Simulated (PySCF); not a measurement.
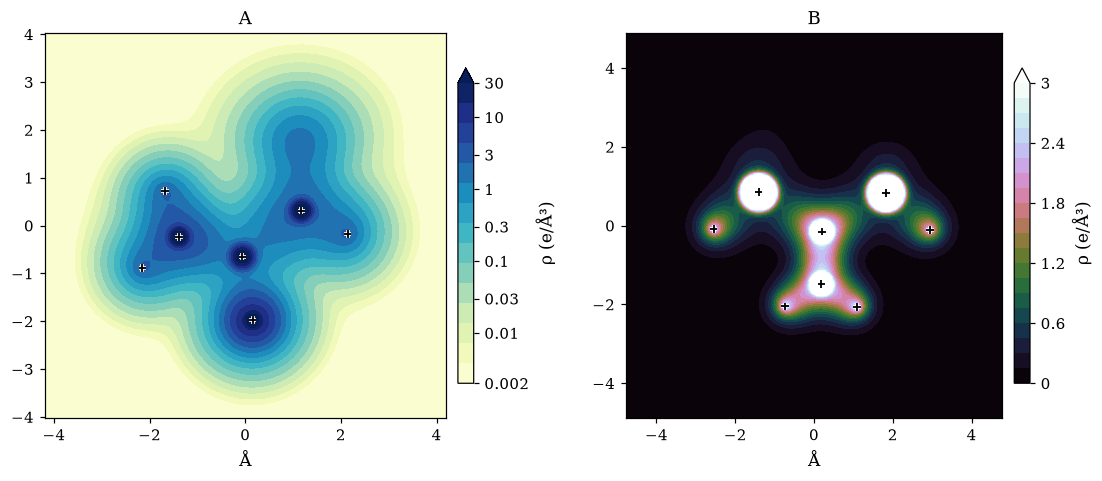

The total electron density of 2 systems, each on a plane through atoms (crosses mark nuclei in the plane).

These are results of CAM-B3LYP/def2-SVPD, SCF density, gas phase (PySCF), not measurements.

System 1: C3H7BFN, the plane of atoms H7, N1 and H8. Geometry: GFN2-xTB.

```xyz
13

N     1.9557   -0.0781    0.2016
B     1.0508    0.1001   -0.8358
F     1.5715    0.2700   -2.0633
C    -0.5052    0.1115   -0.6661
C    -1.1946   -0.7748    0.3472
C    -1.1609    0.6957    0.5651
H     1.6937   -0.2125    1.1605
H     2.9495   -0.0814    0.0504
H    -1.0621    0.2603   -1.5847
H    -2.1297   -1.2326    0.0625
H    -0.5788   -1.4044    0.9718
H    -2.0729    1.2575    0.4320
H    -0.5215    1.0891    1.3411
```

System 2: C3H9AsOSi2, the plane of atoms C1, C2 and Si3. Geometry: GFN2-xTB.

```xyz
16

C    -1.2161   -1.1202    1.6514
C    -0.7854   -0.4667    0.5770
Si   -1.9540    0.0322   -0.8292
Si    1.0299    0.0685    0.4178
As    1.2643    2.1969   -0.4779
C     1.7479   -0.8665   -1.1059
O     2.0439   -0.2262   -2.0863
H    -2.2481   -1.4183    1.7678
H    -0.5625   -1.3906    2.4678
H    -1.4477   -0.5270   -2.0865
H    -3.2929   -0.4886   -0.5434
H    -1.9816    1.5020   -0.9000
H     1.7745   -0.4325    1.5950
H     2.7295    2.2193   -0.1749
H     0.9980    2.8918    0.8319
H     1.8926   -1.9650   -1.1161
```

### Which map belongs to which system?

Panel A is system 1, C3H7BFN: the plane holds N, B, F, C and H. B–F (1.34 Å): the density is about 2 e/Å³ at the midpoint. Panel B is system 2, C3H9AsOSi2: the plane holds C, Si and H. C–C (1.33 Å): the density is about 2.3 e/Å³ at the midpoint.
